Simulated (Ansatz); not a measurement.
# AlNH (quartet): correlated methods under varied settings at distance Al1–H3 = 3.553 Å

What do other methods and options give for AlNH (quartet) at this geometry, and how long do they take?

Computed with Ansatz 0.2.0, Gaussian basis. Level: the settings change from run to run.

13 further runs of the same task are left out: 10 that didn't finish, 3 set aside as unsound or not needed.

### 1 The system

The geometry derives from a PBE0/def2-TZVP stationary point (not a proven minimum). One bond is set to the value named and the two fragments are kept rigid.

3 atoms, charge 0, spin multiplicity 4.

Atoms are counted from 1 here; the program's logs count them from 0.

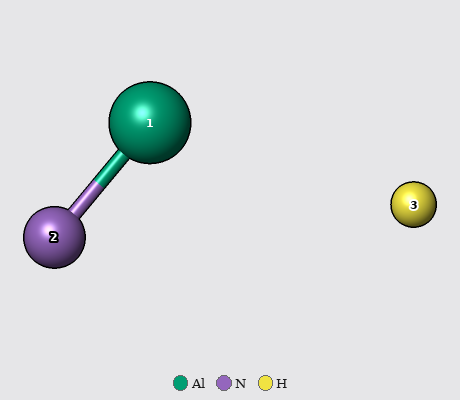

The structure; aluminium teal, nitrogen purple, hydrogen yellow; atoms are numbered from 1 in the order of the file.

### 2 BCCD(T) on ROHF/6-31G*

File in.yaml:

```yaml
crystal:
  periodic: [false, false, false]
  atoms:
    - {symbol: Al, position_ang: [0.000000, -0.145472, 0.594959]}
    - {symbol: N, position_ang: [0.000000, 0.066716, -1.312209]}
    - {symbol: H, position_ang: [0.000000, 2.967025, 2.308485]}
basis:
  gaussian: {orbitals: "6-31G*"}
magnetization: {spin_polarized: false, initial_magnetization: 3}
correlation: {method: bccd_t, electrons: all}
```

Run with:

```
ansatz run in.yaml --threads 1 --pin off --events-out ev --progress --plain --max-ram 2393MiB
```

What it wrote, cut to the lines that bear on the results:

```text
Functional definition: HF
  name "HF"
  cite "Fock, Z. Phys. 61, 126 (1930) doi:10.1007/BF01340294"
  parent pbe
[...]
333 factors; integrals over basis functions are off by at most 1.1e-3 eV
[...]
mean field -8075.46820773 eV, -296.7679828851 hartree, gradient 3.2e-6 eV, S^2 3.750000; 14 other end points of the search recorded, 0 dependent functions left out
[...]
determinant -8075.46820773 eV, -296.7679828851 hartree, with singles and doubles -8080.50960972 eV, -296.9532509912 hartree
determinant -8074.77683370 eV, -296.7425753581 hartree, with singles and doubles -8080.21048496 eV, -296.9422583589 hartree
determinant -8074.77449289 eV, -296.7424893349 hartree, with singles and doubles -8080.20548907 eV, -296.9420747634 hartree
determinant -8075.46820773 eV, -296.7679828851 hartree, with singles and doubles -8080.51078589 eV, -296.9532942146 hartree
determinant -8074.77683370 eV, -296.7425753581 hartree, with singles and doubles -8080.22259119 eV, -296.9427032548 hartree
determinant -8074.77449289 eV, -296.7424893349 hartree, with singles and doubles -8080.21766650 eV, -296.9425222754 hartree
[...]
reference -8075.46820773 eV, -296.7679828851 hartree; 12, 9 occupied and 24, 27 virtual orbitals, 333 factors
second order -4.14436918 eV of doubles, -0.09070762 eV of singles
cycle   1  -5.03848413 eV  change    4.1e-3 eV  update   6.1e-3
[...]
cycle  14  -5.03555274 eV  change    7.2e-6 eV  update   1.8e-5
perturbative correction -0.11477991 eV, -0.0042180839 hartree
Total energy: -8080.61854038 eV, -296.9572541191 hartree
```

Run time: 5 s. Hardware: 1 thread of Intel Xeon 6975P-C, shared host.

From the report: correlation -5.1503 eV; largest double amplitude 0.08.

### 3 CISDT/6-31G

Edit in.yaml of step 2 so:

```diff
@@ -7,4 +7,5 @@
 basis:
-  gaussian: {orbitals: "6-31G*"}
+  gaussian: {orbitals: 6-31G}
 magnetization: {spin_polarized: false, initial_magnetization: 3}
-correlation: {method: bccd_t, electrons: all}
+correlation: {active_space: {ras: {orbitals: [3, 3, 12], electrons: 9, max_holes: 3, max_particles: 3}, fixed_orbitals: true}}
+output: {forces: true}
```

Launched as before.

What it wrote, cut to the lines that bear on the results:

```text
Functional definition: HF
  name "HF"
  cite "Fock, Z. Phys. 61, 126 (1930) doi:10.1007/BF01340294"
  parent pbe
[...]
303 factors; integrals over basis functions are off by at most 2.1e-4 eV
[...]
mean field -8074.81922388 eV, -296.7441331686 hartree, gradient 3.2e-6 eV, S^2 3.750000; 14 other end points of the search recorded, 0 dependent functions left out
reference -8074.81922388 eV, -296.7441331686 hartree; 12, 9 occupied and 12, 15 virtual orbitals, 303 factors
state -8077.63085786 eV, -296.8474588115 hartree
[...]
Total energy: -8077.63085786 eV, -296.8474588115 hartree
Atom 0 at     0.000000    -0.145472     0.594959 Å, force     0.000000    -0.010108    -0.195601 eV/Å
Atom 1 at     0.000000     0.066716    -1.312209 Å, force    -0.000000    -0.008472     0.193365 eV/Å
Atom 2 at     0.000000     2.967025     2.308485 Å, force     0.000000     0.018579     0.002236 eV/Å
Dipole moment:     0.000000    -0.140988     0.483761 e Å
```

Wall time 6 s (1 thread of Intel Xeon 6975P-C, shared host).

From the report: 123,242 determinants.

### 4 BCCD on UHF/aug-cc-pVDZ

File in.yaml:

```yaml
crystal:
  periodic: [false, false, false]
  atoms:
    - {symbol: Al, position_ang: [0.000000, -0.145472, 0.594959]}
    - {symbol: N, position_ang: [0.000000, 0.066716, -1.312209]}
    - {symbol: H, position_ang: [0.000000, 2.967025, 2.308485]}
basis:
  gaussian: {orbitals: aug-cc-pVDZ, fitting: {mean_field: def2-universal-jkfit}}
magnetization: {spin_polarized: true, initial_magnetization: 3}
correlation: {method: bccd, electrons: outside_noble_gas, diis_vectors: 1}
scf: {lower_state_search: off}
```

Same command.

What it wrote, cut to the lines that bear on the results:

```text
Functional definition: HF
  name "HF"
  cite "Fock, Z. Phys. 61, 126 (1930) doi:10.1007/BF01340294"
  parent pbe
[...]
223 factors; integrals over basis functions are off by at most 6.5e-1 eV
[...]
mean field -8076.33872640 eV, -296.7999738563 hartree, gradient 2.8e-6 eV, S^2 3.886862; 0 other end points of the search recorded, 0 dependent functions left out
6 core orbitals not correlated: weight in the atoms' cores, before any rotation towards them, 1.000 or more for the frozen orbitals, at most 0.000 for the correlated occupied ones
reference -8076.33872640 eV, -296.7999738563 hartree; 6, 3 occupied and 47, 50 virtual orbitals, 223 factors
second order -3.88605205 eV of doubles, -0.00000000 eV of singles
cycle   1  -4.46202257 eV  change   -5.8e-1 eV  update   8.1e-2
[...]
cycle 254  -4.80110999 eV  change   -1.5e-7 eV  update   1.1e-5
Total energy: -8081.13983639 eV, -296.9764113940 hartree
Checks for a lower state left out: stability, starts, cluster_reference, orbital_swaps, neighbouring_geometries, increment
```

Run time: 9.5 s. Hardware: 1 thread of Intel Xeon 6975P-C, shared host.

From the report: ⟨S²⟩ of the determinant 3.887 (pure quartet: 3.75); correlation -4.8011 eV; largest double amplitude 0.06.

### 5 HF/6-31G

File in.yaml:

```yaml
crystal:
  periodic: [false, false, false]
  atoms:
    - {symbol: Al, position_ang: [0.000000, -0.145472, 0.594959]}
    - {symbol: N, position_ang: [0.000000, 0.066716, -1.312209]}
    - {symbol: H, position_ang: [0.000000, 2.967025, 2.308485]}
basis:
  gaussian: {orbitals: 6-31G}
magnetization: {spin_polarized: false, initial_magnetization: 3}
hamiltonian: {xc: hf}
output: {forces: true, orbitals: {seedname: orbitals}}
```

Same command.

What it wrote, cut to the lines that bear on the results:

```text
Functional definition: HF
  name "HF"
  cite "Fock, Z. Phys. 61, 126 (1930) doi:10.1007/BF01340294"
  parent pbe
[...]
303 factors; integrals over basis functions are off by at most 2.1e-4 eV
[...]
mean field -8074.81922388 eV, -296.7441331686 hartree, gradient 1.1e-5 eV, S^2 3.750000; 5 other end points of the search recorded, 0 dependent functions left out
[...]
reference -8074.81922388 eV, -296.7441331686 hartree; 12, 9 occupied and 12, 15 virtual orbitals, 303 factors
Total energy: -8074.81922388 eV, -296.7441331686 hartree
Atom 0 at     0.000000    -0.145472     0.594959 Å, force    -0.000000    -0.187113     1.247353 eV/Å
Atom 1 at     0.000000     0.066716    -1.312209 Å, force    -0.000000     0.149711    -1.262259 eV/Å
Atom 2 at     0.000000     2.967025     2.308485 Å, force    -0.000000     0.037402     0.014905 eV/Å
Dipole moment:     0.000000    -0.023585     0.387300 e Å
```

It took 0.3 s on 1 thread of Intel Xeon 6975P-C, shared host.

### 6 CISDT/STO-3G

Edit in.yaml of step 5 so:

```diff
@@ -7,5 +7,5 @@
 basis:
-  gaussian: {orbitals: 6-31G}
+  gaussian: {orbitals: STO-3G}
 magnetization: {spin_polarized: false, initial_magnetization: 3}
-hamiltonian: {xc: hf}
-output: {forces: true, orbitals: {seedname: orbitals}}
+correlation: {active_space: {ras: {orbitals: [3, 3, 3], electrons: 9, max_holes: 3, max_particles: 3}, fixed_orbitals: true}}
+output: {forces: true}
```

Same command.

What it wrote, cut to the lines that bear on the results:

```text
Functional definition: HF
  name "HF"
  cite "Fock, Z. Phys. 61, 126 (1930) doi:10.1007/BF01340294"
  parent pbe
[...]
166 factors; integrals over basis functions are off by at most 4.1e-5 eV
[...]
mean field -7976.57363073 eV, -293.1336742134 hartree, gradient 1.7e-6 eV, S^2 3.750000; 8 other end points of the search recorded, 0 dependent functions left out
reference -7976.57363073 eV, -293.1336742134 hartree; 12, 9 occupied and 3, 6 virtual orbitals, 166 factors
state -7977.99658439 eV, -293.1859667960 hartree
[...]
Total energy: -7977.99658439 eV, -293.1859667960 hartree
Atom 0 at     0.000000    -0.145472     0.594959 Å, force    -0.000000    -0.031009     0.368939 eV/Å
Atom 1 at     0.000000     0.066716    -1.312209 Å, force     0.000000     0.039070    -0.365478 eV/Å
Atom 2 at     0.000000     2.967025     2.308485 Å, force    -0.000000    -0.008061    -0.003462 eV/Å
Dipole moment:     0.000000    -0.057499     0.482864 e Å
```

Wall time 0.33 s (1 thread of Intel Xeon 6975P-C, shared host).

From the report: 1,948 determinants.

### 7 CCSDT on ROHF/6-31G

File in.yaml:

```yaml
crystal:
  periodic: [false, false, false]
  atoms:
    - {symbol: Al, position_ang: [0.000000, -0.145472, 0.594959]}
    - {symbol: N, position_ang: [0.000000, 0.066716, -1.312209]}
    - {symbol: H, position_ang: [0.000000, 2.967025, 2.308485]}
basis:
  gaussian: {orbitals: 6-31G}
magnetization: {spin_polarized: false, initial_magnetization: 3}
correlation: {method: ccsdt, electrons: all}
scf: {lower_state_search: off}
```

The command is unchanged.

What it wrote, cut to the lines that bear on the results:

```text
Functional definition: HF
  name "HF"
  cite "Fock, Z. Phys. 61, 126 (1930) doi:10.1007/BF01340294"
  parent pbe
[...]
503 factors; integrals over basis functions are off by at most 1.1e-7 eV
[...]
mean field -8074.81932512 eV, -296.7441368892 hartree, gradient 3.1e-6 eV, S^2 3.750000; 0 other end points of the search recorded, 0 dependent functions left out
reference -8074.81932512 eV, -296.7441368892 hartree; 12, 9 occupied and 12, 15 virtual orbitals, 503 factors
second order -2.28702384 eV of doubles, -0.03796247 eV of singles
cycle   1  -2.69832520 eV  change   -3.7e-1 eV  update   7.8e-2
[...]
cycle  38  -3.01288778 eV  change   -1.5e-6 eV  update   2.5e-6
Total energy: -8077.83221290 eV, -296.8548584728 hartree
Checks for a lower state left out: stability, starts, cluster_reference, orbital_swaps, neighbouring_geometries, increment
```

Wall time 6.5 s (1 thread of Intel Xeon 6975P-C, shared host).

From the report: correlation -3.0129 eV; T1 0.034; largest double amplitude 0.09.

### 8 CISD/6-31G

Edit in.yaml of step 7 so:

```diff
@@ -7,5 +7,5 @@
 basis:
-  gaussian: {orbitals: 6-31G}
+  gaussian: {orbitals: 6-31G, point_charges: [{charge: 1.00, position_ang: [4.943, 0.396, 0.081]}]}
 magnetization: {spin_polarized: false, initial_magnetization: 3}
-correlation: {method: ccsdt, electrons: all}
-scf: {lower_state_search: off}
+correlation: {active_space: {ras: {orbitals: [3, 3, 12], electrons: 9, max_holes: 2, max_particles: 2}, fixed_orbitals: true}}
+output: {forces: true}
```

Launched as before.

What it wrote, cut to the lines that bear on the results:

```text
Functional definition: HF
  name "HF"
  cite "Fock, Z. Phys. 61, 126 (1930) doi:10.1007/BF01340294"
  parent pbe
[...]
303 factors; integrals over basis functions are off by at most 2.1e-4 eV
[...]
mean field -8074.78674641 eV, -296.7429396437 hartree, gradient 4.5e-6 eV, S^2 3.750000; 13 other end points of the search recorded, 0 dependent functions left out
reference -8074.78674641 eV, -296.7429396437 hartree; 12, 9 occupied and 12, 15 virtual orbitals, 303 factors
state -8077.53027797 eV, -296.8437625686 hartree
[...]
Total energy: -8077.53027797 eV, -296.8437625686 hartree
Atom 0 at     0.000000    -0.145472     0.594959 Å, force    -0.049999    -0.164511     1.150859 eV/Å
Atom 1 at     0.000000     0.066716    -1.312209 Å, force     0.090663     0.140204    -1.130392 eV/Å
Atom 2 at     0.000000     2.967025     2.308485 Å, force    -0.000326     0.025038     0.010431 eV/Å
Dipole moment:    -0.450151    -0.081514     0.420969 e Å
```

It took 0.9 s on 1 thread of Intel Xeon 6975P-C, shared host.

From the report: 17,785 determinants.

### 9 BCCD(T) on UHF/cc-pVDZ

File in.yaml:

```yaml
crystal:
  periodic: [false, false, false]
  atoms:
    - {symbol: Al, position_ang: [0.000000, -0.145472, 0.594959]}
    - {symbol: N, position_ang: [0.000000, 0.066716, -1.312209]}
    - {symbol: H, position_ang: [0.000000, 2.967025, 2.308485]}
basis:
  gaussian: {orbitals: cc-pVDZ}
magnetization: {spin_polarized: true, initial_magnetization: 3}
correlation: {method: bccd_t, electrons: outside_noble_gas}
scf: {lower_state_search: off}
```

Same command.

What it wrote, cut to the lines that bear on the results:

```text
Functional definition: HF
  name "HF"
  cite "Fock, Z. Phys. 61, 126 (1930) doi:10.1007/BF01340294"
  parent pbe
[...]
362 factors; integrals over basis functions are off by at most 4.4e-4 eV
[...]
mean field -8076.10559482 eV, -296.7914064287 hartree, gradient 1.6e-6 eV, S^2 3.889349; 0 other end points of the search recorded, 0 dependent functions left out
6 core orbitals not correlated: weight in the atoms' cores, before any rotation towards them, 1.000 or more for the frozen orbitals, at most 0.000 for the correlated occupied ones
reference -8076.10559482 eV, -296.7914064287 hartree; 6, 3 occupied and 25, 28 virtual orbitals, 362 factors
second order -3.65803455 eV of doubles, -0.00000000 eV of singles
cycle   1  -4.22482825 eV  change   -5.7e-1 eV  update   7.8e-2
[...]
cycle  25  -4.55392402 eV  change   -4.7e-9 eV  update   5.1e-6
perturbative correction -0.11000399 eV, -0.0040425722 hartree
Total energy: -8080.76952283 eV, -296.9628026218 hartree
Checks for a lower state left out: stability, starts, cluster_reference, orbital_swaps, neighbouring_geometries, increment
```

Wall time 0.66 s (1 thread of Intel Xeon 6975P-C, shared host).

From the report: ⟨S²⟩ of the determinant 3.889 (pure quartet: 3.75); correlation -4.6639 eV; largest double amplitude 0.09.

### 10 NEVPT2(5,8)/6-31G

File in.yaml:

```yaml
crystal:
  periodic: [false, false, false]
  atoms:
    - {symbol: Al, position_ang: [0.000000, -0.145472, 0.594959]}
    - {symbol: N, position_ang: [0.000000, 0.066716, -1.312209]}
    - {symbol: H, position_ang: [0.000000, 2.967025, 2.308485]}
basis:
  gaussian: {orbitals: 6-31G}
magnetization: {spin_polarized: false, initial_magnetization: 3}
hamiltonian: {pseudopotentials: {relativity: none}}
correlation: {method: sc_nevpt2, electrons: valence, active_space: {window: {electrons: 5, orbitals: 8}, states: [{multiplicity: 4, weights: [0.5, 0.5, 1]}, {multiplicity: 6, weights: [1]}]}}
scf: {lower_state_search: light}
output: {forces: true}
```

Launched as before.

What it wrote, cut to the lines that bear on the results:

```text
Functional definition: HF
  name "HF"
  cite "Fock, Z. Phys. 61, 126 (1930) doi:10.1007/BF01340294"
  parent pbe
[...]
503 factors; integrals over basis functions are off by at most 1.1e-7 eV
[...]
mean field -8074.81932512 eV, -296.7441368892 hartree, gradient 3.1e-6 eV, S^2 3.750000; 14 other end points of the search recorded, 0 dependent functions left out
reference -8074.81932512 eV, -296.7441368892 hartree; 12, 9 occupied and 12, 15 virtual orbitals, 503 factors
state -8075.67026123 eV, -296.7754082142 hartree
state -8075.37769199 eV, -296.7646564932 hartree
state -8075.27455942 eV, -296.7608664409 hartree
state -8075.67026123 eV, -296.7754082142 hartree; corrected -8076.97241838 eV, -296.8232616070 hartree
state -8075.37769199 eV, -296.7646564932 hartree; corrected -8076.85885759 eV, -296.8190883248 hartree
state -8075.27455942 eV, -296.7608664409 hartree; corrected -8076.81203498 eV, -296.8173676256 hartree
state -8072.71315126 eV, -296.6667364272 hartree
state -8072.71315126 eV, -296.6667364272 hartree; corrected -8074.15951622 eV, -296.7198893591 hartree
[...]
Total energy: -8075.96239639 eV, -296.7861439836 hartree
Atom 0 at     0.000000    -0.145472     0.594959 Å, force     0.000000    -0.237873     1.758859 eV/Å
Atom 1 at     0.000000     0.066716    -1.312209 Å, force    -0.000000     0.205930    -1.770995 eV/Å
Atom 2 at     0.000000     2.967025     2.308485 Å, force    -0.000000     0.031943     0.012137 eV/Å
Dipole moment:    -0.000000    -0.002007     0.204683 e Å
```

It took 6 s on 1 thread of Intel Xeon 6975P-C, shared host.

From the report: 280 determinants; active occupations (of the averaged states) 1.30, 1.15, 1.14, 1.00, 0.35, 0.03, 0.02, 0.01.

### 11 All runs side by side

Where basis and cores are those of an earlier FCI/6-31G run (-8077.7824 eV), and the state is the same kind, the miss against it is given.

```
                                     level         correlated  functions  energy (eV)  from FCI (meV)    time
                    BCCD(T) on ROHF/6-31G*                all         36   -8080.6185                     5 s
                               CISDT/6-31G            valence         24   -8077.6309                     6 s
                   BCCD on UHF/aug-cc-pVDZ  outside noble gas         59   -8081.1398                   9.5 s
                                  HF/6-31G                            24   -8074.8192          2963.2   0.3 s
                              CISDT/STO-3G  outside noble gas         15   -7977.9966                  0.33 s
                       CCSDT on ROHF/6-31G                all         24   -8077.8322                   6.5 s
        CISD/6-31G (beside a point charge)  outside noble gas         24   -8077.5303                   0.9 s
                    BCCD(T) on UHF/cc-pVDZ  outside noble gas         37   -8080.7695                  0.66 s
NEVPT2(5,8)/6-31G (mean of several states)            valence         24   -8075.9624                     6 s
```

### 12 Summary of results

| quantity | value |
| --- | --- |
| runs | 9 |
| quickest | HF/6-31G, 0.3 s |
| slowest | BCCD on UHF/aug-cc-pVDZ, 9.5 s |

**Reading.** Total energies in different bases, with other cores or another treatment of relativity can't be set against each other. BCCD on UHF/aug-cc-pVDZ took 32 times as long as HF/6-31G; the jobs differ in more than the method. Hartree-Fock, CASSCF and CASCI lack dynamic correlation by design.
